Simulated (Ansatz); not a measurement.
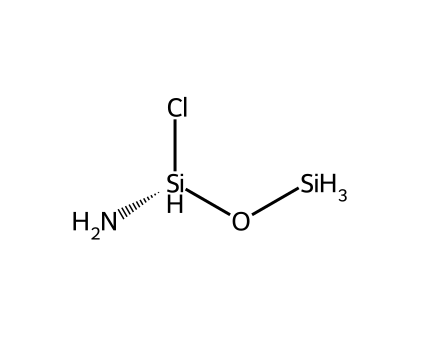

Structural formula above. Computed geometry: PBE-D4/def2-SVP optimisation. No frequency run is at hand to confirm it as a minimum.

What does the molecule look like in three dimensions?

It has 11 atoms: 1 chlorine, 6 hydrogen, 1 nitrogen, 1 oxygen and 2 silicon (ClH6NOSi2). Its SMILES string is `N[Si@H](Cl)O[SiH3]`. It has no ring. Among its groups: Si–H bond, Si–O bond, Si–N bond. This geometry has C1 symmetry. Coordination, clear cases only: 2 Si tetrahedral; 1 O bent.

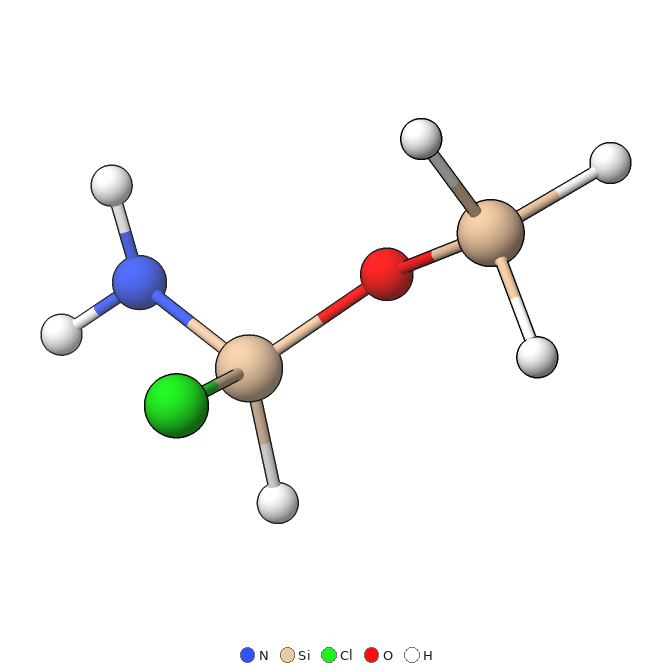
